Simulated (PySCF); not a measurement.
Vertical excitations of a molecule H9N3Si2 from TDA-PBE/def2-SVPD run with PySCF 2.14.0, as energy in eV (oscillator strength): 5.61 (0.005), 5.69 (0.014), 5.89 (0.015), 5.92 (0.091), 6.12 (0.024), 6.17 (0.020), 6.20 (0.016), 6.39 (0.066), 6.68 (0.000), 6.69 (0.013). Lowest triplet (TDA): 5.45 eV. Geometry optimised at B3LYP-D3(BJ)/def2-SVP. One conformer was computed; it need not be the lowest.

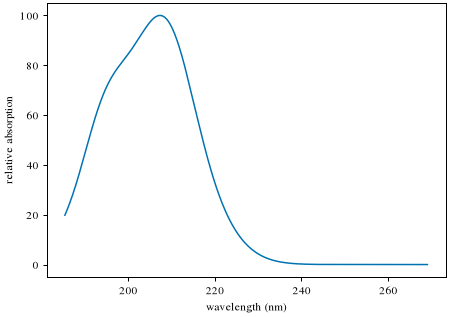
Fig. 1. The lines broadened by 0.4 eV.

Problem. Identify the compound among the candidates.
(A) N[Si](N)(N)[SiH3]
(B) N[SiH2][SiH](N)N
(C) N[SiH2]N[SiH2]N
(D) N[SiH](N)N[SiH3]

Solution. C, N[SiH2]N[SiH2]N
